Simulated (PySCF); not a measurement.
# CCSD(T)/STO-6G run of BH3Cl− (SMILES [BH3-]Cl)

What is the energy change on altering one bond length of BH3Cl− at CCSD(T)/STO-6G? 

The calculation is run with PySCF 2.14.0.

9 further runs of the same task are left out: 1 that didn't finish, 8 set aside as unsound or not needed.

### Step 1. Starting point

BH3Cl− has 5 atoms, charge -1, and is taken as a singlet. SMILES: `[BH3-]Cl`. The shape is that of a GFN2-xTB optimisation.

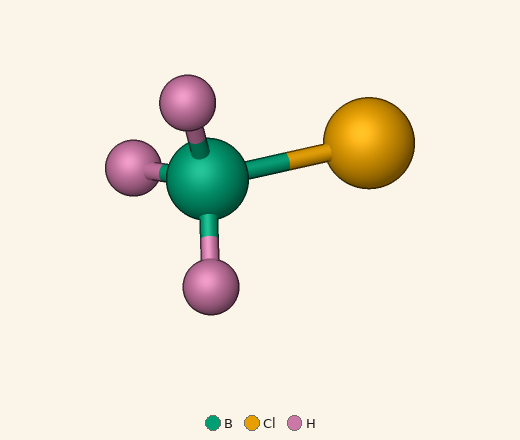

Viewed from a chosen angle; boron teal, chlorine amber, hydrogen pink.

### Step 2. A single-point energy at CCSD(T)/STO-6G

calc.py reads:

```python
# [BH3-]Cl
from pyscf import gto, scf, cc

mol = gto.Mole()
mol.atom = '''
B      0.155695    -0.090461     0.256870
Cl    -1.598444     0.938155    -2.639891
H      2.311286    -0.481162    -0.383747
H     -0.869463    -1.986764     1.006714
H      0.000945     1.620232     1.760072
'''
mol.charge = -1
mol.verbose = 3
mol.basis = 'sto-6g'
mol.max_memory = 1860
mol.unit = 'bohr'
mol.spin = 0
mol.build()

mf = scf.RHF(mol)
mf.conv_tol = 1e-10
mf.kernel()
if not mf.converged:
    mf = mf.newton().run(mf.mo_coeff, mf.mo_occ)

mycc = cc.CCSD(mf, frozen=6)
mycc.kernel()
e_t = mycc.ccsd_t()
energy = mycc.e_tot + e_t
print('Final energy', energy)
```

Command:

```bash
OMP_NUM_THREADS=1 python calc.py
```

The program printed:

```text
converged SCF energy = -484.32419630278
E(CCSD) = -484.3875445203637  E_corr = -0.06334821758359363
CCSD(T) correction = -0.000363228253198227
Final energy -484.38790774861695
```

Wall time 0.91 s (1 thread of Arm Neoverse V1, shared host); peak memory 0.1 GiB.

### Step 3. The distorted shape at the same level

input.py reads:

```python
from pyscf import gto, cc

molecule = gto.M(
    atom='''
B        0.147904      -0.772099      -0.500456
Cl      -0.780346      -0.227779      -2.033356
H        1.288594      -0.978849      -0.839456
H       -0.394586      -1.775579      -0.103656
H        0.000500       0.857390       0.931390
''',
    verbose=3,
    charge=-1,
    spin=0,
    max_memory=1860,
    basis='sto-6g',
)

calc0 = molecule.RHF()
calc0.conv_tol = 1e-10
calc0.kernel()
if not calc0.converged:
    calc0 = calc0.newton().run(calc0.mo_coeff, calc0.mo_occ)

mycc = cc.CCSD(calc0, frozen=6)
mycc.kernel()
e_t = mycc.ccsd_t()
energy = mycc.e_tot + e_t
print(f'total energy: {energy:.8f} hartree')
```

Command:

```bash
OMP_NUM_THREADS=1 python input.py
```

The program printed:

```text
converged SCF energy = -484.132450459369
E(CCSD) = -484.2417509813031  E_corr = -0.1093005219339275
CCSD(T) correction = -0.00188894034229221
total energy: -484.24363992 hartree
```

Wall time 1.1 s (1 thread of Arm Neoverse V1, shared host); peak memory 0.12 GiB.

### Step 4. Results

Level: CCSD(T)/STO-6G, 6 core orbitals frozen.

```
                                                              quantity          value
                                             first shape: total energy  -484.38791 Eh
                      first shape: HOMO energy (Hartree–Fock orbitals)       -2.18 eV
                      first shape: LUMO energy (Hartree–Fock orbitals)       20.90 eV
    first shape: HOMO–LUMO gap (to an unbound level, set by the basis)       23.08 eV
              first shape: correlation energy (6 core orbitals frozen)      -63.7 mEh
                                           first shape: (T) correction      -0.36 mEh
                                            first shape: T1 diagnostic          0.005
                                         distorted shape: total energy  -484.24364 Eh
                  distorted shape: HOMO energy (Hartree–Fock orbitals)        0.53 eV
                  distorted shape: LUMO energy (Hartree–Fock orbitals)       14.07 eV
distorted shape: HOMO–LUMO gap (to an unbound level, set by the basis)       13.53 eV
          distorted shape: correlation energy (6 core orbitals frozen)     -111.2 mEh
                                       distorted shape: (T) correction      -1.89 mEh
                                        distorted shape: T1 diagnostic          0.029
     energy change with the B1–H5 bond stretched from 1.208 to 2.174 Å       3.926 eV
```

**Reading.** With the B1–H5 bond stretched from 1.208 to 2.174 Å the energy rises by 3.93 eV (91 kcal/mol). The first shape isn't relaxed at this level, so the change isn't measured from a minimum. The minimal basis adds a large error of its own. Mulliken charges (first shape) of the mean-field density run from -0.52 on Cl2 to +0.06 on B1. The triples (first shape) make up 0.6 % of the correlation energy. The T1 diagnostic (distorted shape) of 0.029 is above the customary mark for such species, so a single reference may not serve. The triples (distorted shape) make up 1.7 % of the correlation energy. The HOMO (distorted shape) lies at positive energy, 0.53 eV: the electron is unbound at this level or held by a compact basis; values depend on the basis.
